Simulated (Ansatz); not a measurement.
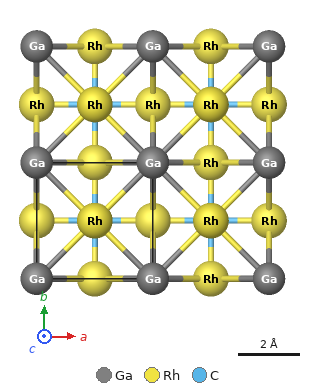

Starting structure of crystalline GaRh3C (a generated structure, set up in Pm-3m) (coarse preliminary run). A ball-and-stick model of the cell of the calculation, repeated 2 × 2 × 1 with one cell outlined, seen along the c axis.

All numbers below come from DFT PBEsol, scalar-relativistic, plane waves, PAW in Ansatz 0.2.0.

Input
```yaml
crystal:
  lattice:
    - [3.8418924909, 0.0, 0.0]
    - [0.0, 3.8418924909, 0.0]
    - [0.0, 0.0, 3.8418924909]
  atoms:
    - { symbol: Ga, position: [0.0, 0.0, 0.0] }
    - { symbol: Rh, position: [0.0, 0.5, 0.5] }
    - { symbol: Rh, position: [0.5, 0.0, 0.5] }
    - { symbol: Rh, position: [0.5, 0.5, 0.0] }
    - { symbol: C, position: [0.5, 0.5, 0.5] }
basis:
  ecutwfc: 420
kpoints:
  mp_grid: { grid: [6, 6, 6] }
hamiltonian:
  xc: pbesol
scf:
  occupations: { method: gaussian, width: 0.1 }
output:
  forces: true
  stress: true
  eigenvalues: true
relax:
  adjacent_minimum: "off"
  f_tol: 0.05
  max_steps: 80
  cell: { stress_tol: 0.5 }
```

Question: What does the optimiser find from here?

Answer: After 1 accepted move (2 points after the start) the energy has fallen by 149 meV per atom. All forces vanish by symmetry, so only the cell relaxes. Pressure: 38.09 GPa at the start and −0.22 GPa at the end. At 1 point the geometry stayed and the basis and grid were re-selected for the new cell (energy shift of 2.6 meV per atom at most each time). No atom moves by more than 0.005 Å relative to the cell. Cell: a = b = c 3.842 → 3.995 Å (+4.0 %). Volume +12.4 %. Some distances before and after: Rh2–Rh3 2.717 → 2.825 Å, Ga1–Rh2 2.717 → 2.825 Å, Rh2–C5 1.921 → 1.997 Å. The space group stays Pm-3m (No. 221). The run took of the order of 12 core-seconds on a shared host.

The structure at the end:

```
CELL_PARAMETERS angstrom
3.99494 0.00000 0.00000
0.00000 3.99494 0.00000
0.00000 0.00000 3.99494
ATOMIC_POSITIONS crystal
Ga 0.00000 0.00000 0.00000
Rh 0.00000 0.50000 0.50000
Rh 0.50000 0.00000 0.50000
Rh 0.50000 0.50000 0.00000
C 0.50000 0.50000 0.50000
```

The end point in the same view:

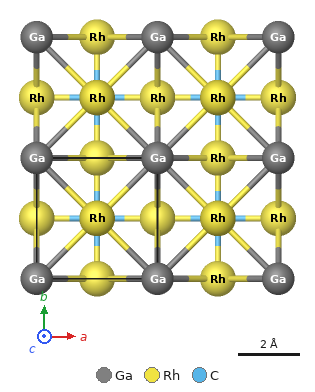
